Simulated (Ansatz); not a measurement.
**Single-point calculation of C2H5FOSi**

System: C2H5FOSi, SMILES C=C[SiH](O)F.
Method: RKS BLYP-D4/def2-TZVPP (Ansatz 0.2.0).

The geometry comes from this level: PBE0-D4/def2-TZVP.

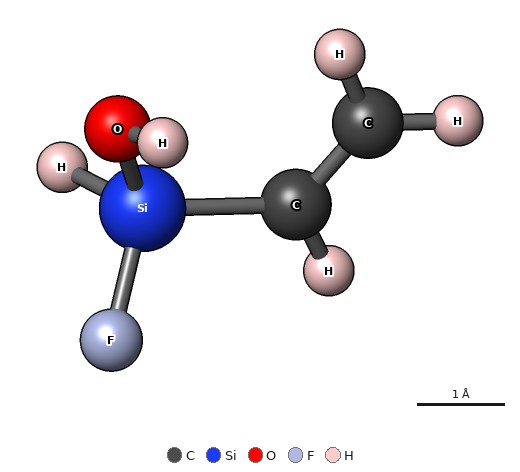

Fig. 1: The structure as given in the input (ball-and-stick view, seen at a tilt).

### Key numbers

| quantity | value |
| --- | --- |
| outcome | converged |
| total energy | −14801.8200 eV |
| mean-field energy | −14801.3803 eV |
| dispersion energy | −0.4397 eV |
| SCF solution under orbital rotations | stable |
| HOMO | −7.08 eV |
| LUMO | −1.70 eV |
| hardware | 4 threads of Intel Xeon @ 2.80GHz, 23 GiB of memory available, shared host |
| wall time | 1.9 s (CPU time 6 s) |
| peak memory | 0.29 GiB |

### The input
```yaml
crystal:
  periodic: [false, false, false]
  atoms:
    - {symbol: C, position_ang: [-1.098109, 0.447293, 1.114105]}
    - {symbol: C, position_ang: [-0.628326, 0.706164, -0.104103]}
    - {symbol: Si, position_ang: [0.596838, -0.388377, -0.952306]}
    - {symbol: O, position_ang: [1.350765, -1.383599, 0.099428]}
    - {symbol: F, position_ang: [1.651084, 0.570459, -1.679103]}
    - {symbol: H, position_ang: [-0.777672, -0.426697, 1.675041]}
    - {symbol: H, position_ang: [-1.825173, 1.088156, 1.604871]}
    - {symbol: H, position_ang: [-0.994494, 1.591941, -0.621161]}
    - {symbol: H, position_ang: [0.016060, -1.263684, -1.989099]}
    - {symbol: H, position_ang: [1.792224, -0.992754, 0.855326]}
basis:
  gaussian: {orbitals: def2-TZVPP}
hamiltonian: {xc: {name: BLYP}, dispersion: d4}
output: {orbitals: {seedname: orbitals}}
```

Launch command:
```bash
ansatz run in.yaml --threads 4 --pin off --events-out ev --progress --plain --max-ram 10444MiB
```

### Output
```
Functional definition: BLYP
  name "BLYP"
  cite "Becke, Phys. Rev. A 38, 3098 (1988) doi:10.1103/PhysRevA.38.3098"
  cite "Lee, Yang & Parr, Phys. Rev. B 37, 785 (1988) doi:10.1103/PhysRevB.37.785"
  parameter beta = 0.0042
  parameter a = 0.04918
  parameter b = 0.132
  parameter c = 0.2533
  parameter d = 0.349
  exchange = b88_x(beta = beta)
  correlation = lyp_c(a = a, b = b, c = c, d = d)
1250 factors; their error is unknown
mean field evaluation 1: about -14785.4290 eV, gradient 9.2e1 eV
mean field evaluation 2: about -14744.8816 eV, gradient 1.7e2 eV
mean field evaluation 4: about -14800.9240 eV, gradient 1.6e1 eV
mean field evaluation 8: about -14801.4047 eV, gradient 2.2e-1 eV
mean field evaluation 16: about -14801.3799 eV, gradient 3.4e-4 eV
mean field -14801.37993564 eV, -543.9406798992 hartree, gradient 7.6e-5 eV, S^2 0.000000; 0 other end points of the search recorded, 0 dependent functions left out
reference -14801.38029192 eV, -543.9406929920 hartree; 24, 24 occupied and 212, 212 virtual orbitals, 1250 factors
Total energy: -14801.81999109 eV, -543.9568516387 hartree
```

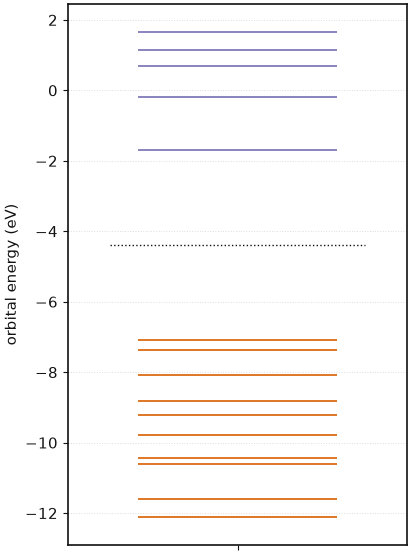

Fig. 2: Orbital energies near the frontier; the dotted line parts filled from empty levels, and levels within 0.02 eV of each other stand side by side. Highest filled −7.08 eV, lowest empty −1.70 eV, 5.38 eV apart.
